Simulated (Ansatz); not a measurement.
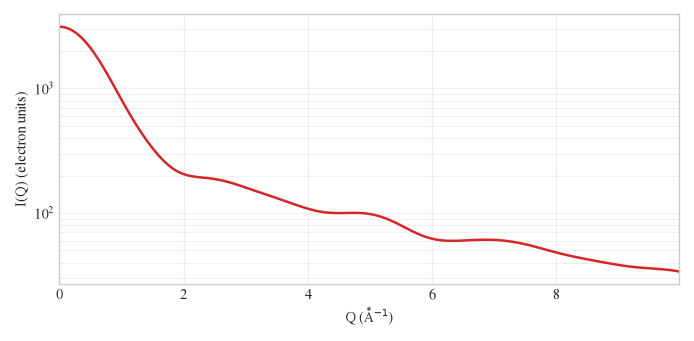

Elastic X-ray scattering of a randomly oriented, rigid molecule, calculated with the Debye equation from neutral-atom form factors (independent atoms, no Compton part, no vibration). The geometry is the end point of an optimisation (RKS PBE/STO-3G (Ansatz 0.2.0)); it may be a saddle point or a higher isomer. It contains C, S, O, H.

How many electrons does the independent-atom model of the molecule hold?

I(0) is the square of the electron number: I(0) = 3140, so about 56 electrons, the count of C4H8OS.

What radius of gyration does the initial fall-off give?

From I(Q) ≈ I(0) exp(−Q²R²/3) at small Q, R ≈ 2.20 Å. It is larger than the electron-weighted radius of the nuclear positions alone (2.07 Å), because each atom's electron cloud adds to it.
